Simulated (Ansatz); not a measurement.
# The perfect InAs wire along [100], 6 atoms a period, H-terminated, part 2 of 2

What gap, if any, does the InAs wire along [100], 6 atoms a period, H-terminated have, and how does it change with the functional?

Ansatz 0.2.0; DFT PBE, plane waves, PAW; relaxation of a wire's period; PAW set soft_1 (the session's first sound run).

So far. Step 2 (Relaxation of atoms and period): The cell's length comes to 6.221 Å with spin left out.

### 3. The perfect wire

This step: DFT PBE, plane waves, PAW; bands of a perfect wire; PAW set soft_1 (Ansatz 0.2.0).

At the relaxed period the bands are computed along the axis; those that cross an energy going forward count the channels that a perfect wire would open there.

File input.yaml:

```yaml
crystal:
  lattice:
    - [13.365, 0.0, 0.0]
    - [0.0, 13.365, 0.0]
    - [0.0, 0.0, 6.221001936]
  atoms:
    - { symbol: In, position: [0.571261971, 0.571261971, 0.034993307] }
    - { symbol: H, position: [0.401763649, 0.401763649, 0.112641645] }
    - { symbol: H, position: [0.654444551, 0.654444551, 0.153718035] }
    - { symbol: As, position: [0.458692134, 0.458692134, 0.28631824] }
    - { symbol: H, position: [0.274613481, 0.659694402, 0.299252943] }
    - { symbol: H, position: [0.659694402, 0.274613481, 0.299252943] }
    - { symbol: In, position: [0.311194873, 0.566173286, 0.47543565] }
    - { symbol: In, position: [0.566173286, 0.311194873, 0.47543565] }
    - { symbol: H, position: [0.498964597, 0.737074244, 0.642850008] }
    - { symbol: H, position: [0.737074244, 0.498964597, 0.642850008] }
    - { symbol: H, position: [0.23889817, 0.488731252, 0.634910878] }
    - { symbol: H, position: [0.488731252, 0.23889817, 0.634910878] }
    - { symbol: As, position: [0.43982966, 0.657003202, 0.761772168] }
    - { symbol: As, position: [0.657003202, 0.43982966, 0.761772168] }
    - { symbol: H, position: [0.381684904, 0.729571214, 0.902668956] }
    - { symbol: H, position: [0.729571214, 0.381684904, 0.902668956] }
kpoints:
  mp_grid: { grid: [1, 1, 13] }
  band_path: { path: ["Γ", Z], npoints: 90 }
scf:
  occupations: { method: fermi_dirac, width: 0.05 }
hamiltonian:
  xc: pbe
  pseudopotentials: { kind: paw, azcp: { folder: soft_1 } }
output:
  dos: { e_range: [-5, 4] }
  write_potential: true
  write_density: true
  volumetric_format: npy
```

The run is started by

```bash
ansatz run input.yaml --threads 4 --pin off --max-ram 16384MiB --backend cpu --events-out ev --progress --plain --runs-dir out
```

Numbers of over 12 decimals in the logs are rounded to 6 here.

The log of the run:

```text
[...]
Crystal: 16 atoms, lattice volume = 1111.215 Å³
Basis set: ecut = 420 eV, 21713 PW (Γ)
Bands: 63, of which v1, the nominal top of the filled ones, is band 47 counted from 1 (46 counted from 0)
Symmetry: 2 space group operations
[...]
k-points: 7 of 13 (time reversal used)
[...]
SCF iter   1: F=—  HF=-31521.481177 eV  |F-HF|=—  |Δ(HF+E_count)|=         —  Δρ=2.82e-2  dr2=9.13e0  ethr=3.10e-3  ⟨swp⟩=7.7  Hψ=2107  notcnv=0  defer=6
[...]
SCF iter   9: F=-31518.471607 eV  HF=-31518.471607 eV  |F-HF|=8.87e-9  |Δ(HF+E_count)|=   2.59e-7  Δρ=1.76e-6  dr2=4.70e-8  ethr=1.06e-10  ⟨swp⟩=15.0  Hψ=2390  notcnv=0
SCF 1 converged in 9 iterations: F = -31518.471607 eV  dr2 = 4.70e-8
[...]
NSCF: frozen V_eff on 91 k-points
WARN: The output density's exchange-correlation potential varies sharply where the density is thin. Do not read a vacuum level from v_tot or v_xc, or from such a field of the output density. On a cell that repeats whose density bears no net charge and no dipole along the vacuum's axis use v_es (v_loc + v_h of the components); under efield.dipole_correction with no amplitude use v_es + v_field, which holds any externa [...]
SCF converged after 9 iterations
Free energy (F): -31518.471607 eV
[...]
Internal energy: -31518.471607 eV  (E = F + TS)
E sigma→0 (E₀):  -31518.471607 eV
Fermi energy:    -2.209215 eV
[...]
--- Band table (eV; the first three rows and the last of 7) ---
  k-point 0: bands = [... 43 lower, -4.7003, -4.5572, -4.1996, -4.0862, -0.1588, 0.1188, 0.1698, 0.3522, ... 12 higher]
  k-point 1: bands = [... 43 lower, -4.6903, -4.5598, -4.2005, -4.0919, -0.1546, 0.0835, 0.1672, 0.3453, ... 12 higher]
  k-point 2: bands = [... 43 lower, -4.6645, -4.5661, -4.2022, -4.1084, -0.1539, 0.0306, 0.1158, 0.3923, ... 12 higher]
  k-point 6: bands = [... 43 lower, -4.5761, -4.5584, -4.2143, -4.1956, -0.3710, -0.1151, 0.2298, 0.8454, ... 12 higher]
```

Run time: 2 min. Hardware: 4 threads of Arm Neoverse V1, shared host; peak memory 3.7 GiB.

The column dr2 measures how far the density is from self-consistency, as an energy; F and HF (Harris–Foulkes) agree once it is small.

This step gave:

| Item | Value |
| --- | --- |
| band gap | 3.710 eV |

Electronic bands along the path, in eV, zero at the Fermi level; v1 is the highest filled band, c1 the lowest empty one:

```
point     v4     v3     v2     v1    c1    c2    c3    c4
    Γ  -2.49  -2.35  -1.99  -1.88  2.05  2.33  2.38  2.56
    Z  -2.37  -2.35  -2.01  -1.99  1.83  2.09  2.45  3.06
```

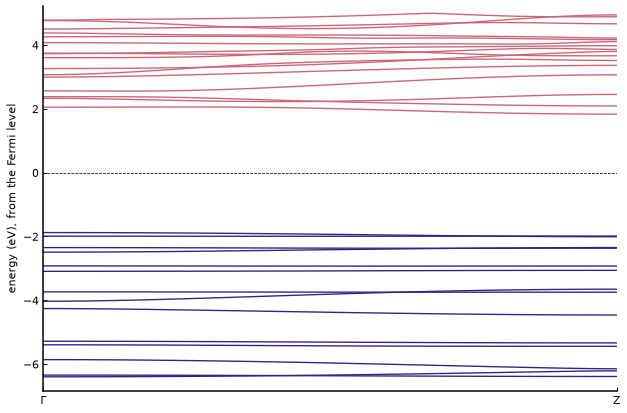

Electronic bands along the path; lines of filled and empty bands in two colours.

The gap is 3.71 eV, with spin left out.

On this path the gap is indirect, 3.71 eV, with the valence top at Γ and the conduction bottom at Z. The least direct gap is 3.82 eV.

### 4. Levels at the same atoms, cutoff 500 eV, k-mesh 1×1×10

This step: DFT r2SCAN, plane waves, PAW; bands of a perfect wire at the PBE geometry; PAW set soft_1 (Ansatz 0.2.0).

The atoms stay at the PBE geometry and the functional changes. r2SCAN also reads the kinetic-energy density; it often gives larger moments and wider gaps than PBE, at a higher cost. Against the first PBE run of this kind, the cutoff is 500 eV against 420 and the mesh along the wire has 10 points against 13.

input.yaml: that of step 3 with these lines changed.

```diff
@@ -23,3 +23,3 @@
 kpoints:
-  mp_grid: { grid: [1, 1, 13] }
+  mp_grid: { grid: [1, 1, 10] }
   band_path: { path: ["Γ", Z], npoints: 90 }
@@ -28,8 +28,3 @@
 hamiltonian:
-  xc: pbe
+  xc: r2scan
   pseudopotentials: { kind: paw, azcp: { folder: soft_1 } }
-output:
-  dos: { e_range: [-5, 4] }
-  write_potential: true
-  write_density: true
-  volumetric_format: npy
```

The log of the run:

```text
[...]
Crystal: 16 atoms, lattice volume = 1111.215 Å³
Basis set: ecut = 500 eV, 28203 PW (Γ), exchange–correlation on 400×400×192 points (64 copies of the dense FFT grid, shifted against one another)
Bands: 63, of which v1, the nominal top of the filled ones, is band 47 counted from 1 (46 counted from 0)
Symmetry: 2 space group operations
[...]
k-points: 6 of 10 (time reversal used)
[...]
--- Band table (eV; the first three rows and the last of 6) ---
  k-point 0: bands = [... 43 lower, -4.9540, -4.8238, -4.4354, -4.3238, 0.0779, 0.3644, 0.3787, 0.5745, ... 12 higher]
  k-point 1: bands = [... 43 lower, -4.9380, -4.8277, -4.4367, -4.3331, 0.0820, 0.3135, 0.3626, 0.5890, ... 12 higher]
  k-point 2: bands = [... 43 lower, -4.9001, -4.8358, -4.4384, -4.3593, 0.0622, 0.2694, 0.2871, 0.6958, ... 12 higher]
  k-point 5: bands = [... 43 lower, -4.8380, -4.8142, -4.4461, -4.4333, -0.1306, 0.1071, 0.5000, 1.0453, ... 12 higher]
[key lines of the parts left out:]
SCF converged after 9 iterations
Free energy (F): -31586.918124 eV
Fermi energy:    -2.206269 eV
```

Run time: 3.4 min. Hardware: 4 threads; peak memory 6 GiB; 13 min of CPU time.

This step gave:

```yaml
band_gap: 4.193 eV
```

Electronic bands along the path, in eV, zero at the Fermi level; v1 is the highest filled band, c1 the lowest empty one:

```
point     v4     v3     v2     v1    c1    c2    c3    c4
    Γ  -2.75  -2.62  -2.23  -2.12  2.28  2.57  2.58  2.78
    Z  -2.63  -2.61  -2.24  -2.23  2.08  2.31  2.71  3.25
```

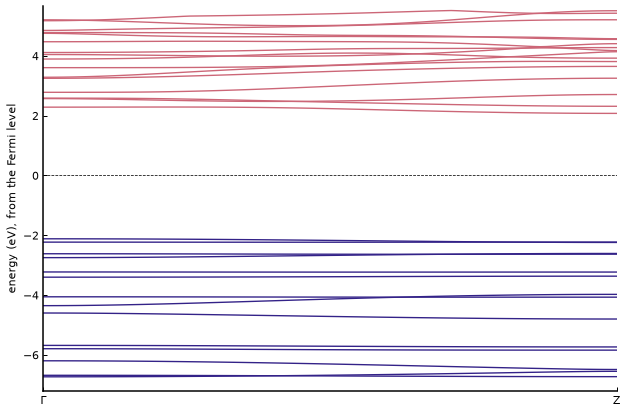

Electronic bands along the path; lines of filled and empty bands in two colours.

The gap is 4.19 eV, against 3.71 eV under PBE at the relaxed period.

### 5. Levels at the same atoms, level HSE06, cutoff 420 eV

This step: DFT HSE06, plane waves, PAW; levels of a perfect wire at the PBE geometry; PAW set soft_1 (Ansatz 0.2.0).

The atoms stay at the PBE geometry and the functional changes. HSE06 mixes in a quarter of short-range exact exchange, which removes part of the self-interaction that closes gaps; it is dear, so the mesh is thinner and no path is run. Against the first PBE run of this kind, the mesh along the wire has 5 points against 13.

input.yaml: that of step 4 with these lines changed.

```diff
@@ -23,4 +23,3 @@
 kpoints:
-  mp_grid: { grid: [1, 1, 10] }
-  band_path: { path: ["Γ", Z], npoints: 90 }
+  mp_grid: { grid: [1, 1, 5] }
 scf:
@@ -28,3 +27,3 @@
 hamiltonian:
-  xc: r2scan
+  xc: hse06
   pseudopotentials: { kind: paw, azcp: { folder: soft_1 } }
```

The log of the run:

```text
[...]
Crystal: 16 atoms, lattice volume = 1111.215 Å³
Basis set: ecut = 420 eV, 21713 PW (Γ)
Bands: 63, of which v1, the nominal top of the filled ones, is band 47 counted from 1 (46 counted from 0)
Symmetry: 2 space group operations
[...]
k-points: 3 of 5 (time reversal used)
[...]
Internal energy: -31534.294451 eV  (E = F + TS)
E sigma→0 (E₀):  -31534.294451 eV
Fermi energy:    -2.302748 eV
[...]
--- Band table (eV) ---
  k-point 0: bands = [... 43 lower, -5.2907, -5.2038, -4.7561, -4.6548, 0.2713]
  k-point 1: bands = [... 43 lower, -5.2433, -5.2138, -4.7598, -4.6843, 0.2383]
  k-point 2: bands = [... 43 lower, -5.2133, -5.1826, -4.7583, -4.7427, 0.0289]
  guard bands above this table: 15 of the run's 63 bands. The solve was not asked for them (output.publish_guard_bands: true or output.eigenvalues: true publishes all)
[key lines of the parts left out:]
Free energy (F): -31534.294451 eV
```

Wall time 1.8 min (4 threads); peak memory 2.2 GiB; 6.8 min of CPU time.

This step gave:

```
band gap : 4.684 eV
```

The gap is 4.68 eV, against 3.71 eV under PBE at the relaxed period.

### 6. Two-component spinors, k-mesh 1×1×9

This step: DFT PBE, plane waves, fully relativistic PAW; bands of a perfect wire with spin-orbit coupling; PAW set soft_1 (Ansatz 0.2.0).

Spin-orbit coupling mixes the spins and splits bands that cross or touch without it, so it can open or close channels. Fully relativistic datasets take the place of the scalar ones. Against the first PBE run of this kind, the mesh along the wire has 9 points against 13.

input.yaml: that of step 5 with these lines changed.

```diff
@@ -23,3 +23,4 @@
 kpoints:
-  mp_grid: { grid: [1, 1, 5] }
+  mp_grid: { grid: [1, 1, 9] }
+  band_path: { path: ["Γ", Z], npoints: 90 }
 scf:
@@ -27,3 +28,6 @@
 hamiltonian:
-  xc: hse06
-  pseudopotentials: { kind: paw, azcp: { folder: soft_1 } }
+  xc: pbe
+  pseudopotentials: { kind: paw_fr, azcp: { folder: soft_1 } }
+magnetization:
+  noncollinear: true
+  spin_orbit: true
```

The log of the run:

```text
[...]
non-collinear run that drives no moment, with spin-orbit: no starting moment large enough to seed its density (crystal.atoms[].spin), no starting occupations that ask for one, no magnetisation constraint and no magnetic field, so the semilocal B_xc is pinned to zero
Crystal: 16 atoms, lattice volume = 1111.215 Å³
Basis set: ecut = 420 eV, 21713 PW (Γ)
[...]
k-point 0: bands = [... 90 lower, -4.2159, -4.2159, -4.0550, -4.0550, -0.1609, -0.1609, 0.1056, 0.1056, ... 28 higher]
  k-point 1: bands = [... 90 lower, -4.2318, -4.2069, -4.0665, -4.0658, -0.1635, -0.1469, 0.0367, 0.0537, ... 28 higher]
  k-point 2: bands = [... 90 lower, -4.2500, -4.2064, -4.0961, -4.0940, -0.2016, -0.1697, -0.0079, 0.0150, ... 28 higher]
  k-point 4: bands = [... 90 lower, -4.2748, -4.2547, -4.1408, -4.1406, -0.3750, -0.3670, -0.1146, -0.1109, ... 28 higher]
[key lines of the parts left out:]
SCF converged after 9 iterations
Magnetization: |M| = 0.0000 μB,  M = (+0.0000, +0.0000, +0.0000) μB
Free energy (F): -31524.616288 eV
Fermi energy:    -2.197861 eV
```

Run time: 19 min. Hardware: 4 threads; peak memory 13 GiB; 76 min of CPU time.

Numbers from this step:

```
band gap : 3.672 eV
```

Electronic bands along the path, in eV, zero at the Fermi level; v1 is the highest filled band, c1 the lowest empty one:

```
point     v4     v3     v2     v1    c1    c2    c3    c4
    Γ  -2.02  -2.02  -1.86  -1.86  2.04  2.04  2.30  2.30
    Z  -2.07  -2.07  -1.94  -1.94  1.82  1.82  2.08  2.08
```

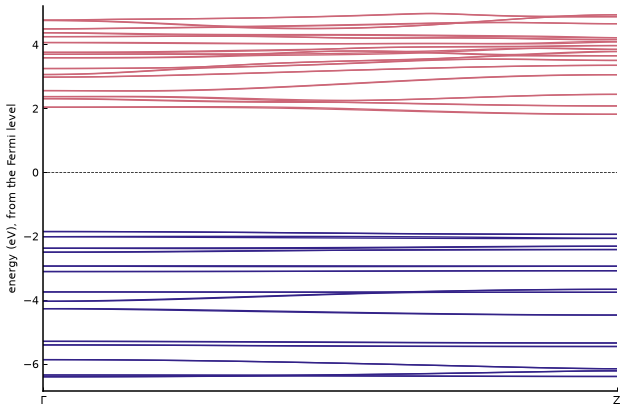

Electronic bands along the path; lines of filled and empty bands in two colours.

The gap is 3.67 eV, against 3.71 eV under PBE at the relaxed period, with no moment.

### 7. The ladder

Times are for 4 threads of Arm Neoverse V1, shared host. The runs compared:

```
no.     run  band gap (eV)     time  memory (GiB)
  1    lead          3.710    2 min           3.7
  2  levels          4.193  3.4 min           6.0
  3  levels          4.684  1.8 min           2.2
  4     SOC          3.672   19 min            13
```

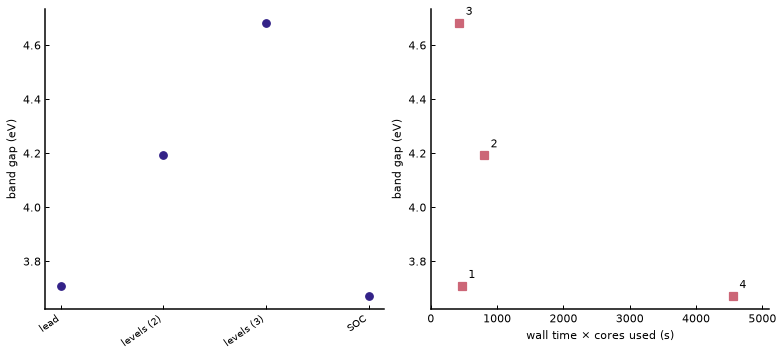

The series as plots; the last panel sets the first result against cost, with the runs numbered as in the table.

### 8. Results

| Quantity | Value |
| --- | --- |
| cell length, PBE | 6.221 Å |
| gap, PBE | 3.71 eV |
| gap, r2SCAN | 4.19 eV |
| gap, HSE06 | 4.68 eV |
| gap, with spin-orbit coupling | 3.67 eV |

**Reading.** Under PBE the cell's length is 6.22 Å, and a gap of 3.71 eV makes it a semiconductor. At the relaxed period the wire is gapped under every functional, from 3.71 eV (PBE) to 4.68 eV (HSE06). Weak screening in one dimension makes quasiparticle gaps larger than the semilocal gaps, as a rule. Spin-orbit coupling changes the gap from 3.71 to 3.67 eV. Plain hydrogen on a compound's surface is a simple closure: it may leave surface states, and facets that end in unlike atoms put a field across the wire, both of which shrink the gap. A hybrid's gap is read on a coarse mesh, without a band path.

[Logs are printed without paths, hosts, clocks, repeated set-up lines and the standing remarks that a program may print on its own settings, such as how far it seeks lower states.]

[Hosts, paths, dates, database ids (printed as entryN), source tags and the programs' standing remarks are cut or masked in the printed files.]
